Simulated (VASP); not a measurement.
Band structure of Ca₂As (space group I4/mmm). Computed with LDA (Ceperley-Alder, Perdew-Zunger), VASP's LDA PAW potentials (set 64) (plane waves; VASP).

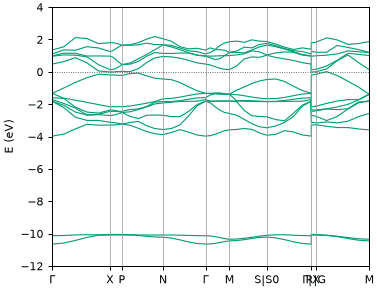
Figure: Bands along high-symmetry lines, zero at the valence-band maximum or, without a gap, the Fermi level

Read the plot: is there a gap, and where are the band edges?

It has no gap at this level: it comes out as a metal or semimetal.

The structure comes from a computed database's Ca2As entry (I4/mmm); how it stands against other phases isn't given here. The cell was not relaxed at this level. The k-mesh is coarse (spacing up to 0.39 per Å, 2π included), so the numbers may not be converged in it.
